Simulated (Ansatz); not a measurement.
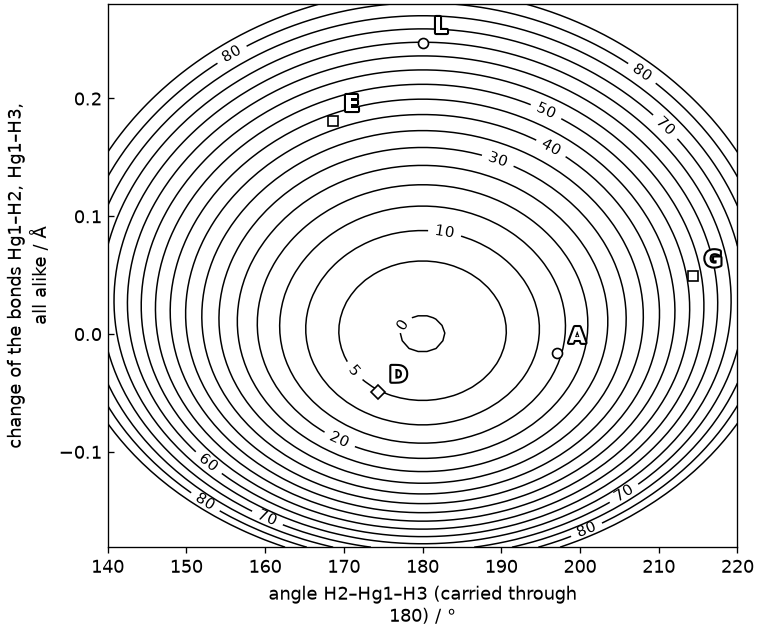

HgH2. The first coordinate is: angle H2–Hg1–H3 (carried through 180); the second: change of the bonds Hg1–H2, Hg1–H3, all alike. Nothing is relaxed (all other coordinates rigid). The grid has 15 × 15 points; 120 points were computed and 105 follow by symmetry. Points are written as (first, second). Energies: kJ/mol, counted from the lowest grid point. Method: RKS PBE0-D4/def2-TZVP (Ansatz).

In the figure: contour lines labelled in kJ/mol (none above 85), lettered points. Between grid points the surface is interpolated.

Is A the lowest point of the computed grid?

Answer. No. A lies 14 kJ/mol above the lowest grid point, which is at (180.0°, 0.016 Å).

Rank the lettered points by energy, lowest first.

Answer. D (5 kJ/mol), A (14 kJ/mol), E (43 kJ/mol), G (52 kJ/mol), L (65 kJ/mol).

What kind of point is each of A, D, E, G, L: minimum, saddle, maximum or slope?

Answer. A: on a slope; D: on a slope; E: on a slope; G: on a slope; L: on a slope. (In these two coordinates alone; a stationary point may lie a little off the grid point.)
